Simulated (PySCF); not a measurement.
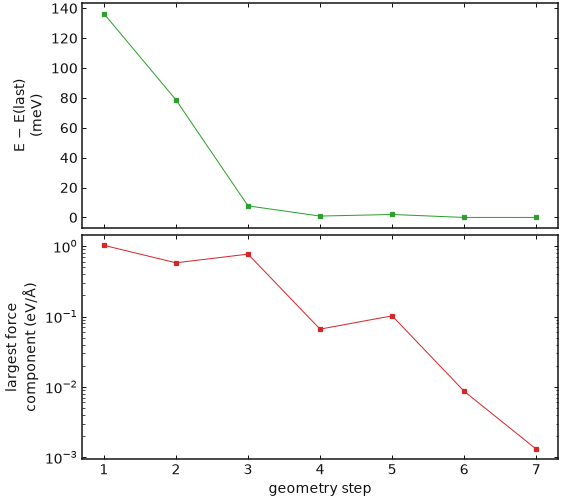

History of a geometry optimisation. The start has point group C2v.

System: MnF3 molecule, multiplicity 5.
Method: PySCF, UKS-based PBE0, Mn def2-TZVP, F def2-TZVP; non-relativistic Hamiltonian; density fitting.

### How did it end, and what did it gain?

The optimisation met its thresholds at geometry 7, counting the start as the first. The energy fell by about 140 meV from the first step to the last. The largest force component goes from about 1 eV/Å at the start to 1.3 × 10⁻³ eV/Å at the end.

### By which step was nine tenths of the energy gained?

By step 3 of 7.
